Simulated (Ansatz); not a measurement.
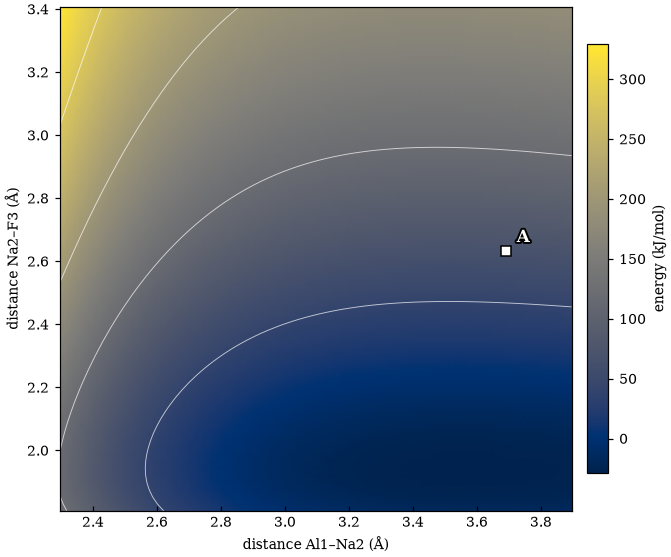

The system Al + NaF, spin multiplicity 2. The first coordinate is: distance Al1–Na2; the second: distance Na2–F3. Nothing is relaxed (the angle Al1–Na2–F3 is fixed at 180 degrees). Grid: 11 × 11 points. All energies are given in kJ/mol relative to Al far from the relaxed NaF (each part in its own basis). Theory: UHF/def2-TZVPD in Ansatz.

In the figure: a smooth colour map with a few white contour lines, the point A. Between grid points the surface is interpolated.

Question: Is A at rest? If not, where is it pushed?

Answer: A, at distance Al1–Na2 = 3.691 Å, distance Na2–F3 = 2.632 Å, is not a stationary point. The computed force is 8.9 kJ/mol for each Å towards smaller values of distance Al1–Na2 and 170 kJ/mol for each Å towards smaller values of distance Na2–F3.
